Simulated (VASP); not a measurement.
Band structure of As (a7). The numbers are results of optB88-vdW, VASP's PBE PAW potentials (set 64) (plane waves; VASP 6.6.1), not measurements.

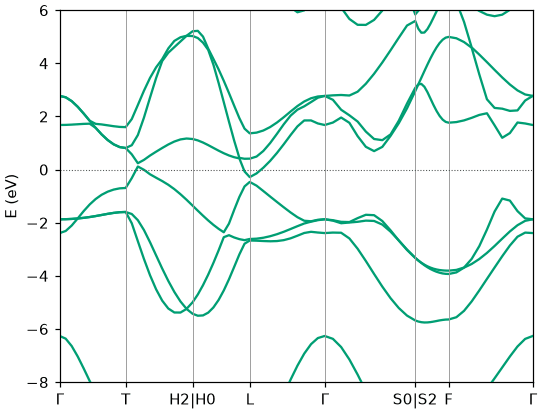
Fig. 1. Bands along high-symmetry lines, zero at the valence-band maximum or, without a gap, the Fermi level

Question: Read the plot: is there a gap, and where are the band edges?

Answer: It has no gap at this level: it comes out as a metal or semimetal. (Edges off the drawn lines would not show.)

The compound is As in the a7 structure. It was relaxed first, which changed the volume by +6 %.
